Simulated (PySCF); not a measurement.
# CuN₂: relaxation and vibrations of the sextet

The task is one start of a wider search on CuN₂: the sextet, from a side-on start. It is relaxed, tested by its Hessian and followed downhill if it is a saddle.

Program: PySCF 2.14.0. Level of theory: PBE0, basis Cu def2-TZVP, N def2-TZVP, no relativity, density fitting. These are calculated values, not measurements.

### 1 Where the work starts

3 atoms, charge 0, spin multiplicity 6.

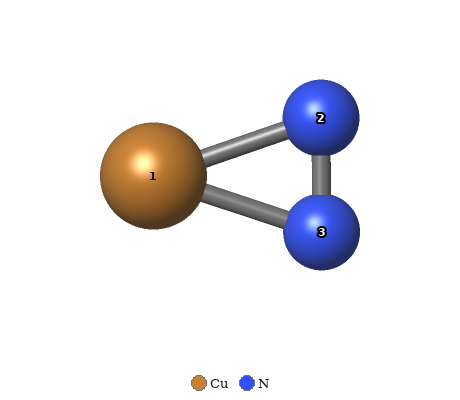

Start geometry, drawn with copper orange, nitrogen blue; atoms are numbered from 1 in the order of the file.

Z-matrix (Å, degrees; charge 0 multiplicity 6):
```
Cu
N  1 1.8666
N  2 1.2000 1 71.25
```

### 2 First SCF at the start

The steps below are one call of a driver around PySCF. For each, scf.py gives the equivalent set-up of the SCF; relaxations use the driver's own optimiser. After this first run the driver tries any further starts and a stability analysis.

scf.py

```python
from pyscf import gto, scf, dft
mol = gto.M(atom='''
Cu     0.000000     0.000000     0.000000
N      0.600000     0.000000     1.767540
N     -0.600000     0.000000     1.767540''',
    basis={'Cu': 'def2-TZVP', 'N': 'def2-TZVP'},
    charge=0, spin=5)
mf = dft.UKS(mol, xc='PBE0')
mf.grids.atom_grid = (50, 194)
aux = {'Cu': 'def2-universal-JKFIT', 'N': 'def2-universal-JKFIT'}
mf = mf.density_fit(auxbasis=aux)
mf.conv_tol = 1e-08
mf.diis_space = 10
mf.max_cycle = 60
mf.init_guess = 'minao'
mf.verbose = 4
mf.kernel()
```

Command:

```
> OMP_NUM_THREADS=4 python axn.py task.json out
```

The program printed:

```text
init E= -1749.52852210931
[... the frontier-level lines of each cycle are left out ...]
cycle= 1 E= -1744.4964754139  delta_E= 5.03  |g|= 4.62  |ddm|= 2.24
cycle= 2 E= -1724.73197426722  delta_E= 19.8  |g|= 9.08  |ddm|=  6.5
cycle= 3 E= -1747.77620139887  delta_E=  -23  |g|= 2.91  |ddm|= 5.16
cycle= 4 E= -1746.8148623052  delta_E= 0.961  |g|= 2.02  |ddm|= 2.27
cycle= 5 E= -1749.18073246666  delta_E= -2.37  |g|= 0.584  |ddm|=  2.1
cycle= 6 E= -1749.30903834312  delta_E= -0.128  |g|= 0.0845  |ddm|= 0.367
cycle= 7 E= -1749.30632108259  delta_E= 0.00272  |g|= 0.171  |ddm|= 0.151
cycle= 8 E= -1749.31325912574  delta_E= -0.00694  |g|= 0.0639  |ddm|= 0.0667
cycle= 9 E= -1749.31513604503  delta_E= -0.00188  |g|= 0.0147  |ddm|= 0.0607
cycle= 10 E= -1749.31564861995  delta_E= -0.000513  |g|= 0.00927  |ddm|= 0.0369
cycle= 11 E= -1749.31610493434  delta_E= -0.000456  |g|= 0.00854  |ddm|= 0.0346
cycle= 12 E= -1749.31641220355  delta_E= -0.000307  |g|= 0.00813  |ddm|= 0.0218
cycle= 13 E= -1749.31521710665  delta_E= 0.0012  |g|= 0.0067  |ddm|= 0.111
cycle= 14 E= -1749.31497307184  delta_E= 0.000244  |g|= 0.0037  |ddm|= 0.0764
cycle= 15 E= -1749.31497784628  delta_E= -4.77e-06  |g|= 0.00406  |ddm|= 0.00851
cycle= 16 E= -1749.31498062309  delta_E= -2.78e-06  |g|= 0.00103  |ddm|= 0.0113
cycle= 17 E= -1749.31498085886  delta_E= -2.36e-07  |g|= 0.000563  |ddm|= 0.00116
cycle= 18 E= -1749.3149806847  delta_E= 1.74e-07  |g|= 0.000501  |ddm|= 0.00391
cycle= 19 E= -1749.31498071409  delta_E= -2.94e-08  |g|= 5.7e-05  |ddm|= 0.00124
cycle= 20 E= -1749.31498071332  delta_E= 7.65e-10  |g|= 5.23e-05  |ddm|= 0.000398
Extra cycle  E= -1749.31498068915  delta_E= 2.42e-08  |g|= 0.000329  |ddm|= 0.000144
converged SCF energy = -1749.31498068915  <S^2> = 8.7678293  2S+1 = 6.0059402
```

This step, with its further starts and checks, took 19 s on 4 threads of Arm Neoverse V2, shared host.

The starts that the driver tried:

| start | energy (Eh) |
| --- | --- |
| the minimal-basis guess | -1749.314981 |
| a thermally smeared density | -1749.314981 |
| a smeared PBE density | -1749.314981 |

This is not the lowest solution: one lies 15.0 kJ/mol lower, at -1749.32070 Eh, and the relaxation starts from that.

### 3 Relaxing the sextet from the side-on start

The program finds C2v symmetry in the start, which this walk keeps. The walk stops when the largest gradient is under 0.0003 Eh/bohr and the energy has settled too.

Edit scf.py of step 2 so:

```diff
@@ -3,3 +3,3 @@
-Cu     0.000000     0.000000     0.000000
-N      0.600000     0.000000     1.767540
-N     -0.600000     0.000000     1.767540''',
+Cu     0.000000     0.000000    -0.544362
+N      0.600000     0.000000     1.223178
+N     -0.600000     0.000000     1.223178''',
@@ -15 +14,0 @@
-mf.init_guess = 'minao'
```

Steps of the walk:

| step | energy (Eh) | change (kJ/mol) | largest symmetric gradient (Eh/bohr) |
| --- | --- | --- | --- |
| 0 | -1749.320703 | 0.00 | 0.27591 |
| 1 | -1749.381424 | -159.42 | 0.03314 |
| 2 | -1749.383674 | -165.33 | 0.02209 |
| 3 | -1749.385626 | -170.46 | 0.00574 |
| 4 | -1749.385801 | -170.91 | 0.00244 |
| 5 | -1749.385822 | -170.97 | 0.00107 |
| 6 | -1749.385824 | -170.97 | 0.00035 |
| 7 | -1749.385824 | -170.97 | 0.00004 |

The walk took 11 s.

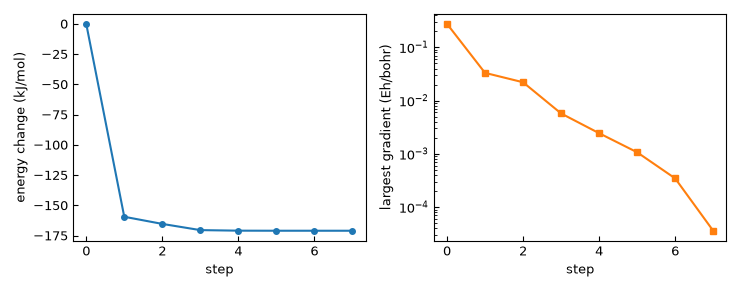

Energy and largest gradient along the walk.

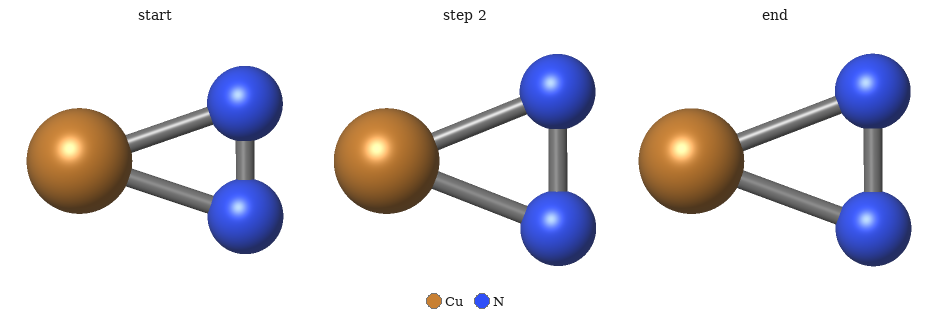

Start and end of the relaxation, with a step between.

End point (C2v, 7 steps, 171.0 kJ/mol gained): Cu–N 2.070 Å (×2), N–N 1.459 Å; Cu–N–N 69.4° (×2), N–Cu–N 41.3°.

### 4 Vibrations and properties at this point

On the finer grid the gradient is checked again; gradients at displacements of ±0.02 bohr then give force constants and infrared intensities.

Edit scf.py of step 3 so:

```diff
@@ -3,3 +3,3 @@
-Cu     0.000000     0.000000    -0.544362
-N      0.600000     0.000000     1.223178
-N     -0.600000     0.000000     1.223178''',
+Cu     0.000000     0.000000    -0.596751
+N      0.729582     0.000000     1.340895
+N     -0.729582     0.000000     1.340895''',
@@ -9 +9 @@
-mf.grids.atom_grid = (50, 194)
+mf.grids.atom_grid = (75, 302)
@@ -12 +12 @@
-mf.conv_tol = 1e-08
+mf.conv_tol = 1e-10
```

This SCF starts from the last density.

SCF at the final geometry:

```text
init E= -1749.38575344337
[... the frontier-level lines of each cycle are left out ...]
cycle= 1 E= -1749.38575344245  delta_E= 9.16e-10  |g|= 7.24e-05  |ddm|= 3.52e-05
cycle= 2 E= -1749.38575343078  delta_E= 1.17e-08  |g|= 0.000255  |ddm|= 0.000124
cycle= 3 E= -1749.38575344346  delta_E= -1.27e-08  |g|= 2.84e-06  |ddm|= 9.68e-05
cycle= 4 E= -1749.38575344345  delta_E= 1e-11  |g|= 1.31e-06  |ddm|= 1.67e-06
Extra cycle  E= -1749.38575344347  delta_E= -1.46e-11  |g|= 3.56e-06  |ddm|= 2.4e-06
converged SCF energy = -1749.38575344347  <S^2> = 8.7676376  2S+1 = 6.0058763
```

The whole step took 22 s.

Geometry: C2v; Cu–N 2.070 Å (×2), N–N 1.459 Å; Cu–N–N 69.4° (×2), N–Cu–N 41.3°.

Harmonic modes (main isotopes):

| symmetry | ω (cm⁻¹) | IR (km/mol) | μ (u) |
| --- | --- | --- | --- |
| b2 | 112 | 2.3 | 14.60 |
| a1 | 336 | 28.1 | 18.41 |
| a1 | 1046 | 32.4 | 14.00 |

μ is the mass of the mode for normalised Cartesian displacements, not the reduced mass of the usual diatomic formula.

No imaginary mode, so this is a minimum.

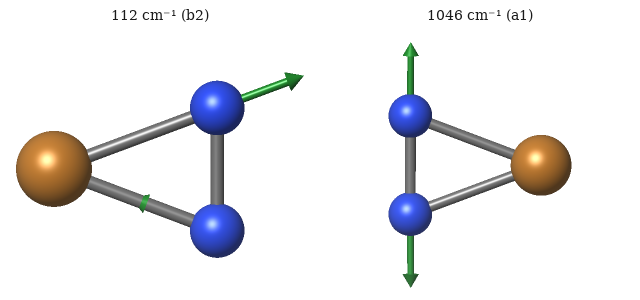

Displacements of 2 of the modes, as arrows (one member where a mode is degenerate).

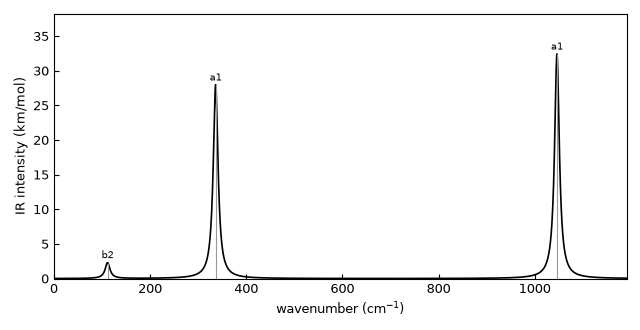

The harmonic infrared spectrum (widths in cm⁻¹). Lines are broadened to a width of 12 cm⁻¹ (Lorentzian).

Constants and moments:

```
Dipole moment                                                   : 1.16 D
Highest occupied level                                          : -5.93 eV
Lowest empty level                                              : -5.85 eV
Rotational constants                                            : 1.131, 0.2317, 0.1923 cm⁻¹
Zero-point energy                                               : 8.9 kJ/mol
Principal polarisabilities                                      : 33.8, 39.8, 60.4 bohr³
Atomisation energy without zero-point energy                    : 142 kJ/mol
Principal traceless quadrupole moments about the centre of mass : -3.36, -0.96, 4.32 D Å
Entropy at 298.15 K and 1 bar (electronic part: spin only)      : 289.4 J/(mol K)
Heat capacity Cp at 298.15 K                                    : 49.5 J/(mol K)
Enthalpy at 298.15 K above 0 K                                  : 12.86 kJ/mol
Rotational symmetry number                                      : 2
Spin squared ⟨S²⟩                                               : 8.768
```

Charges (e) and bond orders:

```
atom  Mulliken  Löwdin  polar tensor  spin (Mulliken)  Mayer order to Cu1
 Cu1      0.19    0.18          0.36             1.76                   –
N2,3     -0.09   -0.09         -0.18             1.62                0.50
```

Mulliken populations on Cu1: s 7.21, p 12.31, d 9.30, f 0.00.

### 5 Outcome

```
                                          quantity                                                            value
                                           minimum                                                      sextet, C2v
                                          geometry  Cu–N 2.070 Å (×2), N–N 1.459 Å; Cu–N–N 69.4° (×2), N–Cu–N 41.3°
                                wavenumbers (cm⁻¹)                                    112 (b2), 336 (a1), 1046 (a1)
                                     dipole moment                                                           1.16 D
highest occupied, lowest empty level (either spin)                                                  -5.93, -5.85 eV
                        polar-tensor charge of Cu1                                                          +0.36 e
                                 zero-point energy                                                       8.9 kJ/mol
                               entropy at 298.15 K                                                  289.4 J/(mol K)
         atomisation energy (no zero-point energy)                                                       142 kJ/mol
                                              ⟨S²⟩                                                            8.768
```

What this shows: The side-on start keeps its C2v symmetry and ends in a minimum. The strongest infrared band lies at 1046 cm⁻¹ (a1). The first SCF alone would have been 15 kJ/mol too high. Only this shape and spin were tried, so other structures or states may lie lower. One determinant may miss the lowest occupation of an open d or f shell.

The search up to here took 52 s.
